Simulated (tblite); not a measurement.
**Run report: C5H10GeO2S, geometry relaxation (part 2 of 2)**

The same run, continued: C5H10GeO2S, SMILES O=[S@@]1C=C[C@@H]([O][GeH3])CC1; GFN2-xTB geometry optimisation, gas phase (tblite 0.8.0). It belongs to a series of runs on one base structure; here: H on C replaced by OGeH3.

Trajectory as extended XYZ, continued
```
19
Properties=species:S:1:pos:R:3:forces:R:3 step=122 energy=-791.27382
O    -3.5604    1.3026    0.9675   -0.0090  -0.0080  -0.0020
S    -2.4626    0.3686    1.2254   -0.0040   0.0000  -0.0060
C    -0.9614    1.3807    1.0988    0.0130  -0.0080  -0.0060
C     0.1250    1.0721    0.4181   -0.0070  -0.0010   0.0000
C     0.3490   -0.1750   -0.3872    0.0030  -0.0020   0.0000
O     1.5546   -0.8075   -0.0108    0.0050  -0.0010  -0.0030
Ge    3.1899   -0.2770   -0.3211    0.0070   0.0010   0.0030
C    -0.7762   -1.1988   -0.2279   -0.0080   0.0110   0.0100
C    -2.1386   -0.5512   -0.3519   -0.0090   0.0180   0.0110
H    -1.0570    2.3037    1.6498    0.0060   0.0010  -0.0110
H     0.9734    1.7508    0.3994   -0.0040  -0.0030   0.0140
H     0.4124    0.1324   -1.4464   -0.0210  -0.0130  -0.0030
H     3.3359    0.0322   -1.7879    0.0060  -0.0030   0.0180
H     3.5406    0.9449    0.4876   -0.0110  -0.0250  -0.0100
H     3.9206   -1.4916    0.1240    0.0120   0.0140  -0.0100
H    -0.6436   -1.9847   -0.9751    0.0040   0.0170   0.0040
H    -0.6795   -1.6601    0.7578    0.0150   0.0030   0.0030
H    -2.1996    0.1576   -1.1760   -0.0100   0.0010  -0.0030
H    -2.9324   -1.2904   -0.4513    0.0120  -0.0010  -0.0080
19
Properties=species:S:1:pos:R:3:forces:R:3 step=146 energy=-791.27689
O    -3.4830    1.3084    1.1153   -0.0060   0.0050  -0.0120
S    -2.3545    0.3929    1.2887    0.0070  -0.0010  -0.0020
C    -0.8796    1.4075    0.9847    0.0020  -0.0010   0.0020
C     0.1576    1.0615    0.2475   -0.0070   0.0060  -0.0060
C     0.3205   -0.2188   -0.5181   -0.0070   0.0010  -0.0050
O     1.5406   -0.8654   -0.2236   -0.0020   0.0010  -0.0020
Ge    3.1682   -0.2334   -0.1937   -0.0010   0.0070   0.0020
C    -0.8015   -1.2227   -0.2444   -0.0050  -0.0010   0.0030
C    -2.1670   -0.5701   -0.2837    0.0010   0.0030  -0.0010
H    -0.9413    2.3627    1.4834    0.0070  -0.0080   0.0100
H     0.9969    1.7426    0.1280    0.0050  -0.0030   0.0000
H     0.3100    0.0503   -1.5893    0.0000  -0.0090  -0.0060
H     3.4883    0.4531   -1.4960   -0.0130  -0.0010   0.0140
H     3.3486    0.7297    0.9483    0.0040  -0.0070  -0.0090
H     3.9088   -1.5069    0.0008   -0.0020   0.0070   0.0000
H    -0.7324   -2.0291   -0.9772    0.0110  -0.0050   0.0070
H    -0.6327   -1.6564    0.7443    0.0030  -0.0040  -0.0040
H    -2.2904    0.1131   -1.1224   -0.0040   0.0010   0.0070
H    -2.9668   -1.3096   -0.3000    0.0080   0.0070   0.0000
19
Properties=species:S:1:pos:R:3:forces:R:3 step=171 energy=-791.28070
O    -3.3759    1.3762    1.1236   -0.0010  -0.0030   0.0100
S    -2.2621    0.4447    1.3101   -0.0110  -0.0020  -0.0060
C    -0.7807    1.4143    0.9056   -0.0040   0.0050  -0.0060
C     0.1928    1.0514    0.0933    0.0040  -0.0030  -0.0090
C     0.2848   -0.2378   -0.6679    0.0040  -0.0010   0.0040
O     1.5422   -0.8639   -0.5281    0.0010  -0.0020  -0.0070
Ge    3.0930   -0.2024   -0.0728    0.0070  -0.0110   0.0060
C    -0.7912   -1.2409   -0.2451    0.0090   0.0050  -0.0010
C    -2.1631   -0.6018   -0.2148    0.0020  -0.0110  -0.0020
H    -0.7869    2.3705    1.4056    0.0050   0.0080   0.0010
H     1.0302    1.7217   -0.0893   -0.0020  -0.0030  -0.0080
H     0.1481    0.0028   -1.7371   -0.0080   0.0100   0.0110
H     3.5333    0.8560   -1.0496    0.0040  -0.0020  -0.0020
H     3.0340    0.3776    1.3132    0.0000   0.0050   0.0060
H     3.9037   -1.4449   -0.1586   -0.0040   0.0010  -0.0020
H    -0.7677   -2.0878   -0.9340    0.0080   0.0030   0.0030
H    -0.5364   -1.6147    0.7498   -0.0050  -0.0010  -0.0010
H    -2.3545    0.0357   -1.0767   -0.0080  -0.0030   0.0130
H    -2.9533   -1.3473   -0.1345   -0.0020   0.0040  -0.0100
19
Properties=species:S:1:pos:R:3:forces:R:3 step=195 energy=-791.28232
O    -3.3381    1.3654    1.1348   -0.0140   0.0080   0.0040
S    -2.1995    0.4648    1.3203   -0.0170  -0.0120  -0.0060
C    -0.7474    1.4495    0.8467    0.0260  -0.0240   0.0260
C     0.1952    1.1012   -0.0084   -0.0170  -0.0010   0.0170
C     0.2556   -0.1833   -0.7794    0.0160  -0.0050  -0.0080
O     1.5492   -0.7441   -0.8035    0.0040   0.0180   0.0050
Ge    3.0219   -0.2471   -0.0009    0.0100   0.0010  -0.0010
C    -0.7321   -1.2195   -0.2372   -0.0080   0.0160  -0.0100
C    -2.1300   -0.6432   -0.1622   -0.0150   0.0060   0.0020
H    -0.7338    2.3931    1.3698    0.0090   0.0300  -0.0330
H     1.0260    1.7710   -0.2175   -0.0300   0.0150  -0.0090
H    -0.0123    0.0430   -1.8263    0.0240   0.0010  -0.0020
H     3.6057    0.9881   -0.6438   -0.0350  -0.0280   0.0100
H     2.7758    0.0228    1.4630    0.0060  -0.0420  -0.0660
H     3.8363   -1.4595   -0.2867   -0.0020   0.0220   0.0450
H    -0.7062   -2.1009   -0.8799    0.0250  -0.0070  -0.0250
H    -0.3962   -1.5231    0.7584   -0.0300   0.0010  -0.0020
H    -2.3943   -0.0547   -1.0406    0.0180   0.0040   0.0360
H    -2.8857   -1.4144   -0.0140    0.0310  -0.0040   0.0160
19
Properties=species:S:1:pos:R:3:forces:R:3 step=219 energy=-791.30940
O    -3.1073    1.2203    1.5337   -0.0330   0.0180  -0.0010
S    -1.8774    0.4348    1.4395    0.0110  -0.0260  -0.0220
C    -0.6735    1.5420    0.6543    0.0130  -0.0100   0.0080
C     0.1524    1.2203   -0.3243   -0.0140   0.0230  -0.0090
C     0.2641   -0.1191   -0.9921   -0.0140   0.0090   0.0150
O     1.6034   -0.5652   -1.0332   -0.0130  -0.0220  -0.0050
Ge    2.7977   -0.3539    0.2356   -0.0210   0.0100   0.0060
C    -0.6251   -1.1787   -0.3378   -0.0030  -0.0110   0.0020
C    -2.0169   -0.6591   -0.0509    0.0050   0.0130   0.0150
H    -0.7046    2.5329    1.0812    0.0090  -0.0030   0.0030
H     0.8383    1.9608   -0.7225    0.0030  -0.0070  -0.0280
H    -0.0381    0.0010   -2.0457    0.0100   0.0170   0.0100
H     3.3990    1.0189    0.1369    0.0110  -0.0010   0.0170
H     2.1692   -0.5389    1.5889    0.0150  -0.0100  -0.0030
H     3.7585   -1.4306   -0.1236    0.0100   0.0100  -0.0120
H    -0.6580   -2.0553   -0.9871    0.0060  -0.0110  -0.0200
H    -0.1529   -1.4825    0.6013    0.0080   0.0010   0.0260
H    -2.4355   -0.0736   -0.8677    0.0060  -0.0070  -0.0020
H    -2.7031   -1.4648    0.2062   -0.0100   0.0050   0.0010
19
Properties=species:S:1:pos:R:3:forces:R:3 step=244 energy=-791.32566
O    -3.2015    1.2603    1.3801   -0.0090  -0.0020  -0.0060
S    -1.9519    0.4995    1.3906    0.0180  -0.0030  -0.0070
C    -0.7356    1.5989    0.6064   -0.0120   0.0020  -0.0030
C     0.1121    1.2686   -0.3496   -0.0160   0.0140   0.0010
C     0.2650   -0.0886   -0.9694   -0.0080  -0.0010   0.0070
O     1.6213   -0.4708   -1.0296   -0.0060  -0.0010  -0.0070
Ge    2.8223   -0.4236    0.2426    0.0380  -0.0210   0.0220
C    -0.5794   -1.1506   -0.2646    0.0180  -0.0210   0.0000
C    -2.0005   -0.6820   -0.0384    0.0220   0.0160   0.0170
H    -0.7939    2.6011    1.0038   -0.0040  -0.0110  -0.0050
H     0.7894    2.0070   -0.7653    0.0120   0.0120   0.0130
H    -0.0563   -0.0166   -2.0219   -0.0070   0.0060   0.0020
H     3.0636    0.9855    0.7160   -0.0230  -0.0370  -0.0260
H     2.4192   -1.2816    1.4147    0.0010   0.0150  -0.0350
H     3.9673   -0.9929   -0.5206   -0.0240   0.0260   0.0320
H    -0.5515   -2.0657   -0.8592   -0.0120  -0.0130  -0.0090
H    -0.1192   -1.3700    0.7042    0.0230   0.0080   0.0070
H    -2.4276   -0.1636   -0.8945    0.0130   0.0030  -0.0180
H    -2.6527   -1.5057    0.2473   -0.0250   0.0080   0.0150
19
Properties=species:S:1:pos:R:3:forces:R:3 step=268 energy=-791.33437
O    -3.2700    1.2482    1.2716    0.0050  -0.0010  -0.0020
S    -1.9925    0.5394    1.3583   -0.0030   0.0010   0.0000
C    -0.7851    1.6517    0.5808    0.0020   0.0010  -0.0010
C     0.0929    1.3282   -0.3497    0.0010  -0.0030   0.0020
C     0.2743   -0.0302   -0.9644   -0.0020  -0.0010   0.0010
O     1.6408   -0.3555   -1.0741   -0.0020   0.0100  -0.0020
Ge    2.7971   -0.5237    0.2308    0.0040   0.0020   0.0000
C    -0.5107   -1.1082   -0.2193   -0.0040  -0.0010   0.0000
C    -1.9536   -0.6995   -0.0198   -0.0070   0.0010   0.0010
H    -0.8680    2.6556    0.9685    0.0020   0.0010  -0.0010
H     0.7751    2.0731   -0.7456   -0.0080  -0.0040  -0.0020
H    -0.0885    0.0243   -2.0047    0.0060  -0.0050   0.0000
H     2.7317    0.6689    1.1423    0.0040  -0.0060   0.0050
H     2.5380   -1.7836    1.0116    0.0020   0.0040  -0.0020
H     4.0501   -0.5993   -0.5648    0.0010  -0.0010  -0.0010
H    -0.4370   -2.0448   -0.7767    0.0070  -0.0010  -0.0010
H    -0.0385   -1.2594    0.7580   -0.0040   0.0010   0.0010
H    -2.3915   -0.2380   -0.9032   -0.0010   0.0060   0.0010
H    -2.5744   -1.5381    0.2929   -0.0030  -0.0030   0.0010
```

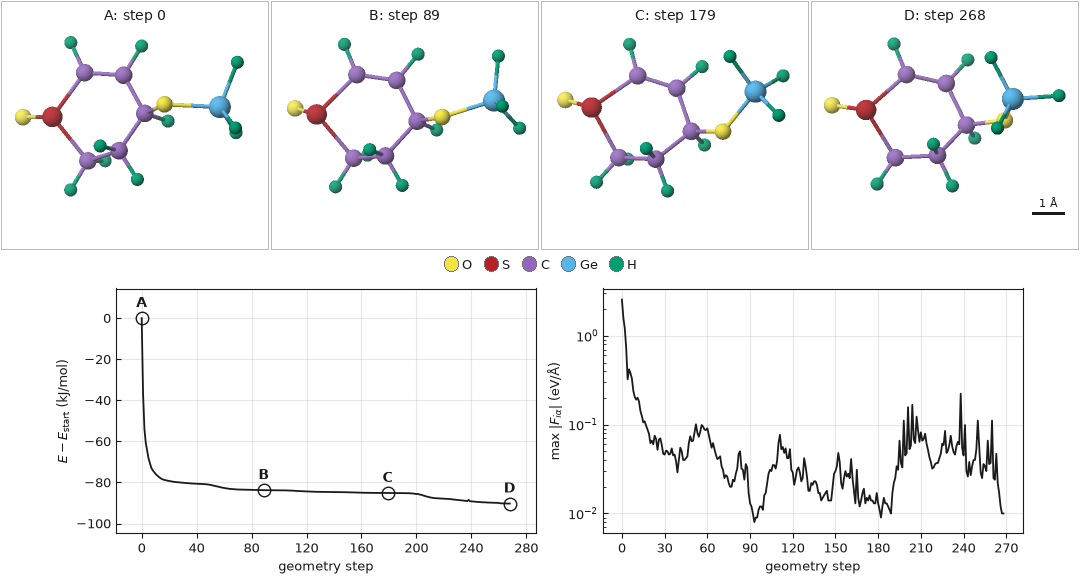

**Figure 1.** Frames of the relaxation (ball-and-stick view, seen at a tilt) above the curves, on which the letters mark them (steps are counted from 0).

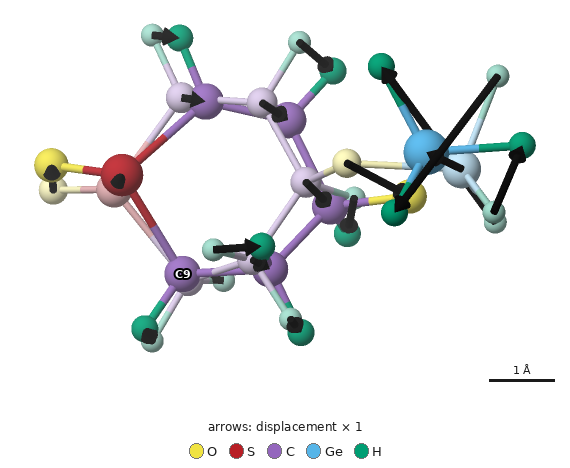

**Figure 2.** Start (faint) and end (solid) with the displacements as black arrows, at true length (ball-and-stick view, seen at a tilt). The two geometries are laid on each other by the best rigid fit. Over 268 geometry steps the energy falls by 90.3 kJ/mol. Largest force component: 2.5 eV/Å at the start, 0.01 eV/Å at the end. The largest move after the best rigid fit is that of H13, 3.45 Å. By element the largest moves are H 3.45 Å, O 1.67 Å, C 0.89 Å, Ge 0.75 Å, S 0.66 Å. Distances before and after: Ge7–H15 1.550 → 1.486 Å, S2–C3 1.759 → 1.816 Å, C5–C8 1.474 → 1.528 Å, S2–C9 1.814 → 1.854 Å. Among the angles that change: C5–O6–Ge7 112.9° → 127.2°, C3–S2–C9 104.9° → 94.4°, O1–S2–C3 113.3° → 105.0°. (Atoms are counted from 1 in the order of the input.)

This output came from the following input.

Input file
```
{"job": {"kind": "relax", "xc": "GFN2-xTB", "basis": "xTB"}, "charge": 0, "multiplicity": 1}
O     -3.765200     1.085600     0.692700
S     -2.478700     0.381400     0.927900
C     -1.126100     1.473800     1.193400
C      0.051500     1.229700     0.701300
C      0.413200     0.030900    -0.064700
O      1.556100    -0.503200     0.531500
Ge     2.983500    -0.444800    -0.532800
C     -0.569200    -1.064700    -0.140900
C     -1.987200    -0.635200    -0.491400
H     -1.324400     2.397900     1.773300
H      0.838600     1.967100     0.912800
H      0.624100     0.386700    -1.112400
H      2.663400    -0.304100    -2.010000
H      3.918100     0.674300    -0.031300
H      3.743400    -1.781800    -0.338700
H     -0.305600    -1.846900    -0.871700
H     -0.645900    -1.554100     0.846200
H     -1.915700    -0.010900    -1.380600
H     -2.683800    -1.472200    -0.611800
```

The first line tells a small driver script what to run in tblite; the rest is the geometry in Å.

Launched with:
```bash
OMP_NUM_THREADS=1 python <driver script> task.json out
```

Summary

| quantity | value |
| --- | --- |
| outcome | converged |
| total energy | −791.3344 eV |
| hardware | 1 CPU thread, shared host |
| peak memory | 0.18 GiB |
